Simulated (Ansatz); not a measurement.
## The false plateau in GW convergence: BaTiO3 (R3m)

Can the band sum of G0W0 be converged at a fixed screening cutoff? A test on BaTiO3 (R3m).

Calculated with Ansatz 0.2.0; G0W0 on LDA, plane waves, PAW; PAW set soft_1.

### 1. Starting point

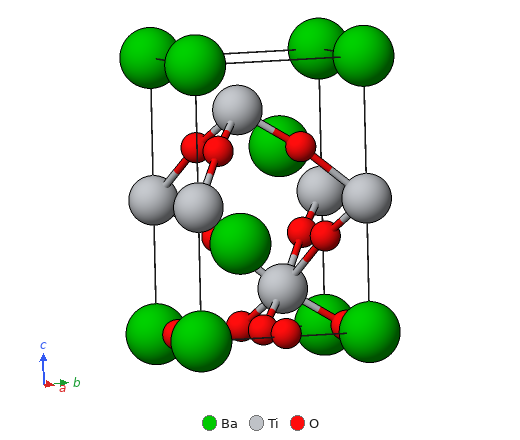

The cell as given, slightly off an axis (barium green, titanium light grey, oxygen red). This picture shows the conventional cell, with its axes. Some periodic images of atoms are drawn too.

The cell and positions come from the Crystallography Open Database and are kept as given unless a step says otherwise. Spin-orbit coupling is left out unless a step names it.

### 2. 51 empty bands, screening to 50 eV

G0W0 replaces the xc potential by the self-energy, built once from these orbitals. Only a window of levels is corrected, while the sums run over the empty bands that the input names. This step takes PAW set soft_1 files.

input.yaml reads:

```yaml
crystal:
  lattice:
    - [2.8273666084, 1.6323808724, 2.3183934932]
    - [-2.8273666084, 1.6323808724, 2.3183934932]
    - [0.0, -3.2647617449, 2.3183934932]
  atoms:
    - { symbol: Ba, position: [0.0, 0.0, 0.0] }
    - { symbol: Ti, position: [0.4845, 0.4845, 0.4845] }
    - { symbol: O, position: [0.5086, 0.5086, 0.0175] }
    - { symbol: O, position: [0.0175, 0.5086, 0.5086] }
    - { symbol: O, position: [0.5086, 0.0175, 0.5086] }
kpoints:
  mp_grid: { grid: [4, 4, 4] }
hamiltonian:
  xc: lda
  pseudopotentials: { kind: paw, azcp: { folder: soft_1 }, xc_functional: pbe }
scf:
  occupations: { method: fixed }
gw:
  n_empty_bands: 51
  ecut_chi: 50
  qp_bands: [v2, c2]
  qp_kpoints: band_edges
  screening: { model: contour_deformation }
```

Command:

```console
> ansatz run input.yaml --threads 3 --pin off --max-ram 92160MiB --backend cuda --events-out ev --progress --plain --runs-dir out --devices 1 --max-vram 13GiB
```

Numbers of over 12 decimals in the logs are rounded to 6 here.

Log:

```text
GPUs: using 1 of 1 available (devices: 1).
Engine: ansatz 0.2.0, x86_64-unknown-linux-gnu
Pseudopotentials: kind: paw
Pseudopotential: Ba, paw, valence charge 10, recommended cutoff 420 eV (normal), soft_1/Ba.paw.azcp
Pseudopotential: Ti, paw, valence charge 12, recommended cutoff 420 eV (normal), soft_1/Ti.paw.azcp
Pseudopotential: O, paw, valence charge 6, recommended cutoff 420 eV (normal), soft_1/O.paw.azcp
Functional definition: SPW92
  exchange = slater_x
  correlation = pw_c
device memory: the entry about to start is reckoned to put 0.6 GiB on a device that reports 34.4 GiB free (of which the cap on the GPU budget leaves the run 13.0 GiB)
GPU FFT provider: cuFFT
GPU libraries: cuBLAS 13.8.2, cuFFT 12.4.0, cuSOLVER 12.3.4
Crystal: 5 atoms, lattice volume = 64.201 Å³
Basis set: ecut = 420 eV, 1237 PW (Γ)
Bands: 25, of which v1, the nominal top of the filled ones, is band 20 counted from 1 (19 counted from 0)
Symmetry: 6 space group operations
Space group: R3m (ITA 160), of the structure as read, at distance tolerance 4.0e-5 Å
k-points: 13 of 64 (time reversal used)
Non-local potential: Ba, projectors of the file, l = 0: 3, l = 1: 2, l = 2: 2, l = 3: 2
Non-local potential: Ti, projectors of the file, l = 0: 3, l = 1: 2, l = 2: 3, l = 3: 1
Non-local potential: O, projectors of the file, l = 0: 2, l = 1: 2, l = 2: 1
PAW form: soft (Blöchl's): semilocal exchange-correlation on the pseudo side does not see the compensation charge
PAW frozen core: Ba, regenerated for the run's functional, and the local potential with it (the file was generated under x = pbe(κ = 0.804, μ = 0.219515), c = pbe(β = 0.066725))
PAW frozen core: Ti, regenerated for the run's functional, and the local potential with it (the file was generated under x = pbe(κ = 0.804, μ = 0.219515), c = pbe(β = 0.066725))
PAW frozen core: O, regenerated for the run's functional, and the local potential with it (the file was generated under x = pbe(κ = 0.804, μ = 0.219515), c = pbe(β = 0.066725))
PAW one-centre angular grid: Ba, 194 points (default); XC on 64 Gauss nodes
PAW one-centre angular grid: Ti, 590 points (default); XC on 64 Gauss nodes
PAW one-centre angular grid: O, 110 points (default); XC on 64 Gauss nodes
Initial density: superposition of atomic densities (chi_scale 0.1, normalization cell, long waves kept (reshape's long-wave potential 0.00 eV rms))
Initial wavefunctions: pseudopotential atomic-orbital guess
GPU buffer pool allocated for 19683 grid points (all kernels)
GPU transforms: local potential and band sums: pruned to the plane-wave sphere, on 27×27×27
Functional: x = slater, c = lda
SCF iter   1: F=—  HF=-9905.097852 eV  |F-HF|=—  |Δ(HF+E_count)|=         —  Δρ=5.59e-2  dr2=1.95e0  ethr=3.10e-3  ⟨swp⟩=4.8  Hψ=1256  notcnv=0  defer=25
preconditioner: auto → Resta (q_TF=auto, 2.521 Å⁻¹)  ε∞=5.8  [insulator: Δε(μ)=2.556 eV  Ē_g=11.529 eV  n_scr=18 (ndim 8)  ℏωp=25.4 eV  f_vac=0.000  ε∞_Penn≈5.8]
SCF iter   2: F=—  HF=-9904.694431 eV  |F-HF|=—  |Δ(HF+E_count)|=   4.03e-1  Δρ=2.35e-2  dr2=4.91e-1  ethr=3.10e-3  ⟨swp⟩=2.5  Hψ=596  notcnv=0  defer=18
SCF iter   3: F=—  HF=-9904.624218 eV  |F-HF|=—  |Δ(HF+E_count)|=   7.02e-2  Δρ=1.78e-2  dr2=1.94e-1  ethr=1.23e-3  ⟨swp⟩=2.2  Hψ=543  notcnv=0  defer=26
SCF iter   4: F=—  HF=-9904.591466 eV  |F-HF|=—  |Δ(HF+E_count)|=   3.28e-2  Δρ=6.86e-3  dr2=3.54e-2  ethr=4.85e-4  ⟨swp⟩=2.4  Hψ=629  notcnv=0  defer=25
SCF iter   5: F=—  HF=-9904.584193 eV  |F-HF|=—  |Δ(HF+E_count)|=   7.27e-3  Δρ=1.62e-3  dr2=1.72e-3  ethr=8.84e-5  ⟨swp⟩=2.1  Hψ=458  notcnv=0  defer=36
SCF iter   6: F=—  HF=-9904.583861 eV  |F-HF|=—  |Δ(HF+E_count)|=   3.32e-4  Δρ=3.14e-4  dr2=7.01e-5  ethr=4.29e-6  ⟨swp⟩=2.2  Hψ=493  notcnv=0  defer=37
SCF iter   7: F=—  HF=-9904.583850 eV  |F-HF|=—  |Δ(HF+E_count)|=   1.10e-5  Δρ=3.17e-5  dr2=5.00e-7  ethr=1.75e-7  ⟨swp⟩=2.2  Hψ=497  notcnv=0  defer=15
[...]
eigenvalues of the whole cell's RPA ε∞ on this k-mesh (on a slab, of 1 + 4πα/V) = 5.4688, 5.9588, 5.9588; static W/v taken at q = 0 is 0.172717
  bands read: the sum over 71 bands ends inside a degenerate multiplet in 1 slot, whose members it reads at an even weight; the widest, k=12: bands 71 to 72 (counted from 1) at 1/2 each
  gw.qp_kpoints: band_edges: 9 of 13 stored k-points solved, in 1 pass; an edge of the gap read off the rows below is read off those points alone
    valence top: of the k-points left out ik 8 came nearest to being solved in a further pass, in band 20 (counted from 1, as in the quasiparticle table): it holds the edge there only if its correction is more favourable than any solved in that band by at least 0.408 eV; those differ by 0.136 eV
    conduction bottom: of the k-points left out ik 9 came nearest to being solved in a further pass, in band 21 (counted from 1, as in the quasiparticle table): it holds the edge there only if its correction is more favourable than any solved in that band by at least 0.976 eV; those differ by 0.065 eV
  `?` marks the rows in doubt; gw_qp.tsv's column doubts and the gw_qp event give each row's grounds
    ik  band        ε_KS         Σx   Σc(E_QP)       V_xc       Z   E_QP_lin       E_QP  E_QP is
     0    19      9.4671   -25.7743     4.5776   -21.4345  0.7413     9.7040     9.7049  root
     0    20      9.4671   -25.7743     4.5776   -21.4345  0.7413     9.7040     9.7049  root
     0    21     12.1724   -13.0308    -5.5376   -20.6661  0.7507    14.3645    14.2701  root
     0    22     12.1724   -13.0308    -5.5376   -20.6661  0.7507    14.3645    14.2701  root
     1    19      9.1870   -25.2030     4.4586   -20.9786  0.7388     9.4202     9.4211  root
     1    20      9.2337   -25.7688     4.7075   -21.2661  0.7387     9.4378     9.4385  root
     1    21     12.2621   -13.2466    -5.5863   -20.9404  0.7481    14.4687    14.3696  root
     1    22     12.8858   -13.9882    -5.8374   -21.9528  0.7346    15.1294    15.0131  root ?
     2    19      8.8900   -25.3107     4.6049   -20.9101  0.7356     9.0935     9.0942  root
     2    20      9.0296   -25.8908     4.8755   -21.1806  0.7367     9.1945     9.1950  root
     2    21     12.3296   -13.3375    -5.7435   -21.2203  0.7451    14.5772    14.4689  root ?
     2    22     13.6160   -14.6499    -6.3637   -23.1566  0.7139    15.9129    15.7590  root ?
     3    19      8.9276   -25.2422     4.6518   -20.7705  0.7370     9.1071     9.1077  root
     3    20      9.3435   -25.4470     4.8681   -20.6983  0.7351     9.4627     9.4630  root
     3    21     12.8824   -13.8329    -5.9487   -21.9255  0.7350    15.1455    15.0263  root ?
     3    22     13.0174   -14.2158    -5.9105   -22.2676  0.7304    15.2830    15.1587  root ?
     4    19      8.8369   -25.1244     4.8902   -20.3348  0.7319     8.9372     8.9375  root
     4    20      9.3412   -25.1588     4.9168   -20.3436  0.7321     9.4427     9.4429  root
     4    21     12.9734   -14.0483    -6.0036   -22.2101  0.7317    15.2573    15.1317  root ?
     4    22     13.6608   -14.5008    -6.4953   -23.1500  0.7129    15.9729    15.8148  root ?
     5    19      8.9599   -25.2945     4.6886   -20.7775  0.7371     9.1310     9.1315  root
     5    20      9.3648   -25.3922     4.8371   -20.6872  0.7348     9.4966     9.4969  root
     5    21     12.8005   -13.7918    -5.8752   -21.8109  0.7374    15.0595    14.9444  root ?
     5    22     13.0363   -14.0184    -6.0035   -22.1624  0.7305    15.3029    15.1768  root ?
     6    19      9.0102   -25.1679     4.9200   -20.3032  0.7329     9.0654     9.0655  root
     6    20      9.7643   -25.6338     5.0007   -20.7625  0.7346     9.8933     9.8936  root
     6    21     13.7011   -14.7185    -6.4692   -23.3501  0.7115    16.0255    15.8636  root ?
     6    22     13.7022   -14.6732    -6.5002   -23.3240  0.7108    16.0137    15.8529  root ?
    10    19      9.3223   -25.1852     4.9755   -20.2945  0.7321     9.4069     9.4071  root
    10    20      9.7870   -25.6907     5.0023   -20.8254  0.7347     9.9237     9.9240  root
    10    21     13.8857   -14.6301    -6.6562   -23.4345  0.7073    16.2031    16.0338  root ?
    10    22     13.9857   -14.6937    -6.6885   -23.5353  0.7054    16.3140    16.1388  root ?
    12    19      9.8031   -25.7385     5.0012   -20.8824  0.7349     9.9479     9.9483  root
    12    20      9.8180   -25.7631     5.0108   -20.8952  0.7349     9.9605     9.9609  root
    12    21     14.1730   -14.6101    -6.9675   -23.7242  0.6983    16.5047    16.3195  root ?
    12    22     14.3218   -14.7070    -7.0589   -23.9194  0.6948    16.6703    16.4753  root ?
[key lines of the parts left out:]
SCF converged after 8 iterations
Free energy (F): -9904.583849 eV
Fermi energy:    9.818031 eV
```

It took 12 s on 1 × NVIDIA H100 80GB HBM3 (shared by 6 runs) with 3 threads of AMD EPYC 7R13 (Zen 3), shared host; peak memory 1 GiB; 16 s of CPU time.

Numbers from this step:

| Item | Value |
| --- | --- |
| bands summed | 71 |
| RPA ε∞ on this mesh (eigenvalues) | 5.469, 5.959, 5.959 |
| plane waves in the screening matrix | 57 |
| q-points in the mesh | 64 |
| G0W0 gap on the mesh | 4.309 eV |
| k of the valence top | -0.5, -0.5, -0.5 |
| k of the conduction bottom | 0, 0, 0 |
| starting gap on the mesh | 2.354 eV |
| Z at the valence top | 0.7349 |
| Z at the conduction bottom | 0.7507 |
| least direct G0W0 gap on the computed points | 4.565 eV |

The gap on the mesh goes from 2.35 eV to 4.31 eV, a correction of +1.95 eV. Between the two edge states, bare exchange in place of the xc potential would open the gap by 12.50 eV, and correlation takes back 10.55 eV.

### 3. 267 empty bands, screening to 50 eV

Changes to input.yaml since step 2:

```diff
@@ -19,3 +19,3 @@
 gw:
-  n_empty_bands: 51
+  n_empty_bands: 267
   ecut_chi: 50
```

Log:

```text
GPUs: using 1 of 1 available (devices: 1).
[...]
GPU FFT provider: cuFFT
GPU libraries: cuBLAS 13.8.2, cuFFT 12.4.0, cuSOLVER 12.3.4
Crystal: 5 atoms, lattice volume = 64.201 Å³
Basis set: ecut = 420 eV, 1237 PW (Γ)
Bands: 25, of which v1, the nominal top of the filled ones, is band 20 counted from 1 (19 counted from 0)
Symmetry: 6 space group operations
[...]
k-points: 13 of 64 (time reversal used)
[...]
10    22     13.9857   -14.6937    -7.0047   -23.5353  0.7070    15.9377    15.8226  root ?
    12    19      9.8031   -25.7385     4.7440   -20.8824  0.7354     9.6909     9.6911  root
    12    20      9.8180   -25.7631     4.7537   -20.8952  0.7355     9.7036     9.7038  root
    12    21     14.1730   -14.6101    -7.2819   -23.7242  0.7001    16.1305    16.0051  root ?
    12    22     14.3218   -14.7070    -7.3686   -23.9194  0.6967    16.2981    16.1656  root ?
[key lines of the parts left out:]
SCF converged after 8 iterations
Free energy (F): -9904.583849 eV
Fermi energy:    9.818031 eV
```

Elapsed: 18 s, on 1 × NVIDIA H100 80GB HBM3 (shared by 6 runs) with 3 threads; peak memory 1.2 GiB.

This step gave:

| Property | Result |
| --- | --- |
| bands summed | 287 |
| RPA ε∞ on this mesh (eigenvalues) | 5.487, 5.975, 5.975 |
| plane waves in the screening matrix | 57 |
| G0W0 gap on the mesh | 4.205 eV |
| k of the valence top | -0.5, -0.5, -0.5 |
| k of the conduction bottom | 0, 0, 0 |
| starting gap on the mesh | 2.354 eV |
| least direct G0W0 gap on the computed points | 4.481 eV |

Against the run with 4×4×4 mesh, 51 empty bands, screening to 50 eV, PAW set soft_1 files, the gap moves by −0.10 eV.

### 4. 145 empty bands, screening to 100 eV

Bands and screening cutoff are moved together, since each hides the error of the other.

Changes to input.yaml since step 3:

```diff
@@ -19,4 +19,4 @@
 gw:
-  n_empty_bands: 267
-  ecut_chi: 50
+  n_empty_bands: 145
+  ecut_chi: 100
   qp_bands: [v2, c2]
```

Log:

```text
GPUs: using 1 of 1 available (devices: 1).
[...]
GPU FFT provider: cuFFT
GPU libraries: cuBLAS 13.8.2, cuFFT 12.4.0, cuSOLVER 12.3.4
Crystal: 5 atoms, lattice volume = 64.201 Å³
Basis set: ecut = 420 eV, 1237 PW (Γ)
Bands: 25, of which v1, the nominal top of the filled ones, is band 20 counted from 1 (19 counted from 0)
Symmetry: 6 space group operations
[...]
k-points: 13 of 64 (time reversal used)
[...]
10    22     13.9857   -14.6937    -7.1477   -23.5353  0.6976    15.7765    15.6795  root
    12    19      9.8031   -25.7385     4.7551   -20.8824  0.7263     9.7020     9.7023  root
    12    20      9.8180   -25.7631     4.7655   -20.8952  0.7264     9.7155     9.7157  root
    12    21     14.1730   -14.6101    -7.4276   -23.7242  0.6904    15.9628    15.8595  root ?
    12    22     14.3218   -14.7070    -7.5189   -23.9194  0.6870    16.1241    16.0153  root ?
[key lines of the parts left out:]
SCF converged after 8 iterations
Free energy (F): -9904.583849 eV
Fermi energy:    9.818031 eV
```

Wall time 15 s (1 × NVIDIA H100 80GB HBM3 (shared by 6 runs) with 3 threads); peak memory 1.1 GiB; 17 s of CPU time.

The G0W0 gap on the mesh is 4.093 eV.

### 5. 757 empty bands, screening to 100 eV

Changes to input.yaml since step 4:

```diff
@@ -19,3 +19,3 @@
 gw:
-  n_empty_bands: 145
+  n_empty_bands: 757
   ecut_chi: 100
```

Log:

```text
GPUs: using 1 of 1 available (devices: 1).
[...]
GPU FFT provider: cuFFT
GPU libraries: cuBLAS 13.8.2, cuFFT 12.4.0, cuSOLVER 12.3.4
Crystal: 5 atoms, lattice volume = 64.201 Å³
Basis set: ecut = 420 eV, 1237 PW (Γ)
Bands: 25, of which v1, the nominal top of the filled ones, is band 20 counted from 1 (19 counted from 0)
Symmetry: 6 space group operations
[...]
k-points: 13 of 64 (time reversal used)
[...]
1    22     12.8858   -13.9882    -6.5175   -21.9528  0.7275    14.3785    14.3330  root
[...]
12    19      9.8031   -25.7385     4.5793   -20.8824  0.7261     9.5250     9.5264  root
    12    20      9.8180   -25.7631     4.5899   -20.8952  0.7262     9.5386     9.5399  root
    12    21     14.1730   -14.6101    -7.6398   -23.7242  0.6904    15.7223    15.6472  root
    12    22     14.3218   -14.7070    -7.7293   -23.9194  0.6871    15.8832    15.8050  root
[key lines of the parts left out:]
SCF converged after 8 iterations
Free energy (F): -9904.583849 eV
Fermi energy:    9.818031 eV
```

The job ended after 38 s (1 × NVIDIA H100 80GB HBM3 (shared by 6 runs) with 3 threads; peak memory 1.7 GiB; 62 s of CPU time).

The G0W0 gap on the mesh is 4.055 eV.

### 6. 51 empty bands, screening to 150 eV

Changes to input.yaml since step 5:

```diff
@@ -19,4 +19,4 @@
 gw:
-  n_empty_bands: 757
-  ecut_chi: 100
+  n_empty_bands: 51
+  ecut_chi: 150
   qp_bands: [v2, c2]
```

Log:

```text
GPUs: using 1 of 1 available (devices: 1).
[...]
GPU FFT provider: cuFFT
GPU libraries: cuBLAS 13.8.2, cuFFT 12.4.0, cuSOLVER 12.3.4
Crystal: 5 atoms, lattice volume = 64.201 Å³
Basis set: ecut = 420 eV, 1237 PW (Γ)
Bands: 25, of which v1, the nominal top of the filled ones, is band 20 counted from 1 (19 counted from 0)
Symmetry: 6 space group operations
[...]
k-points: 13 of 64 (time reversal used)
[...]
10    22     13.9857   -14.6937    -6.7512   -23.5353  0.6925    16.2460    16.0761  root ?
    12    19      9.8031   -25.7385     5.1378   -20.8824  0.7220    10.0835    10.0849  root
    12    20      9.8180   -25.7631     5.1486   -20.8952  0.7221    10.0973    10.0986  root
    12    21     14.1730   -14.6101    -7.0433   -23.7242  0.6848    16.4242    16.2438  root ?
    12    22     14.3218   -14.7070    -7.1365   -23.9194  0.6813    16.5838    16.3977  root ?
[key lines of the parts left out:]
SCF converged after 8 iterations
Free energy (F): -9904.583849 eV
Fermi energy:    9.818031 eV
```

The job ended after 7.2 s (1 × NVIDIA H100 80GB HBM3 (shared by 6 runs) with 3 threads; peak memory 1.1 GiB; 11 s of CPU time).

The G0W0 gap on the mesh is 4.168 eV.

### 7. 267 empty bands, screening to 150 eV

Changes to input.yaml since step 6:

```diff
@@ -19,3 +19,3 @@
 gw:
-  n_empty_bands: 51
+  n_empty_bands: 267
   ecut_chi: 150
```

Log:

```text
GPUs: using 1 of 1 available (devices: 1).
[...]
GPU FFT provider: cuFFT
GPU libraries: cuBLAS 13.8.2, cuFFT 12.4.0, cuSOLVER 12.3.4
Crystal: 5 atoms, lattice volume = 64.201 Å³
Basis set: ecut = 420 eV, 1237 PW (Γ)
Bands: 25, of which v1, the nominal top of the filled ones, is band 20 counted from 1 (19 counted from 0)
Symmetry: 6 space group operations
[...]
k-points: 13 of 64 (time reversal used)
[...]
1    22     12.8858   -13.9882    -6.5021   -21.9528  0.7246    14.3956    14.3483  root
[...]
12    19      9.8031   -25.7385     4.5615   -20.8824  0.7221     9.5070     9.5086  root
    12    20      9.8180   -25.7631     4.5724   -20.8952  0.7221     9.5209     9.5225  root
    12    21     14.1730   -14.6101    -7.6418   -23.7242  0.6865    15.7218    15.6452  root
    12    22     14.3218   -14.7070    -7.7331   -23.9194  0.6832    15.8807    15.8011  root
[key lines of the parts left out:]
SCF converged after 8 iterations
Free energy (F): -9904.583849 eV
Fermi energy:    9.818031 eV
```

Wall time 26 s (1 × NVIDIA H100 80GB HBM3 (shared by 6 runs) with 3 threads); peak memory 1.3 GiB.

The G0W0 gap on the mesh is 4.097 eV.

(Continued in part 2 of 2.)

[Paths, hosts, dates, memory and timing lines, banners, echoed tables and standing remarks are left out of the program output.]

[Logs are printed without paths, hosts, clocks, repeated set-up lines and the standing remarks that a program may print on its own settings, such as how far it seeks lower states.]

[Runs of the session that timed out or met a known fault of the program may be left out.]

[Cells called generated may have been cut or substituted from an entry of the Crystallography Open Database or the Materials Project.]

[Hosts, paths, dates, database ids (printed as entryN), source tags and the programs' standing remarks are cut or masked in the printed files.]
